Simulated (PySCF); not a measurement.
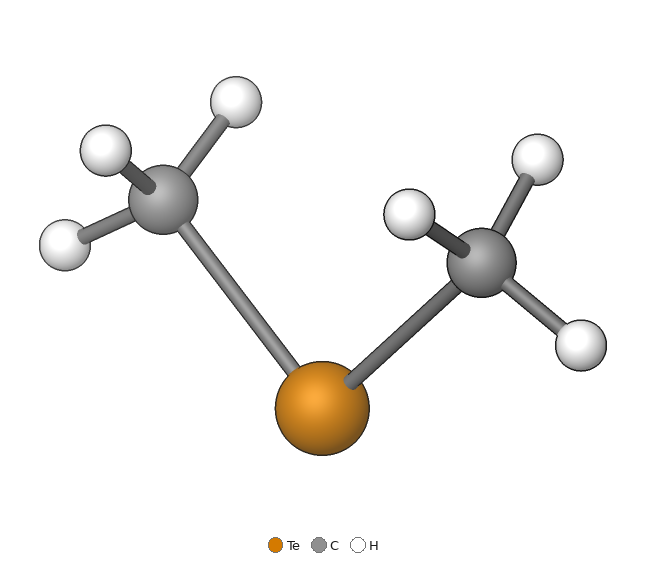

The computed structure is the end point of a PBE0-D3(BJ)/def2-SVP optimisation. No frequency run is at hand to confirm it as a minimum.

Give the structural formula.

SMILES: C[Te]C

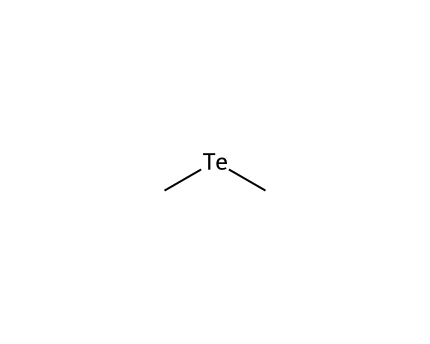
